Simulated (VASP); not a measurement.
Band structure of PtTe2 (1T layered). All values below come from PBE GGA with D3 dispersion (zero damping), VASP's PBE PAW potentials (set 64) (plane waves; VASP).

Unless said otherwise, spin-orbit coupling is left out, though it shifts the bands of the heavy elements here.

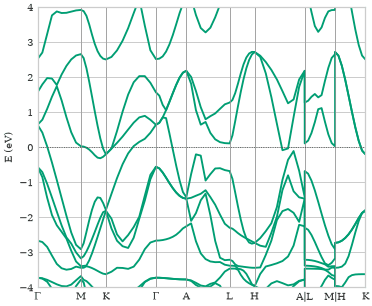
Fig. 1. Bands along high-symmetry lines, zero at the valence-band maximum or, without a gap, the Fermi level

### Question
Read the plot: is there a gap, and where are the band edges?

### Answer
It has no gap at this level: it comes out as a metal or semimetal. (Edges off the drawn lines would not show.)

The compound is PtTe2 in the 1T layered structure. It was relaxed first.
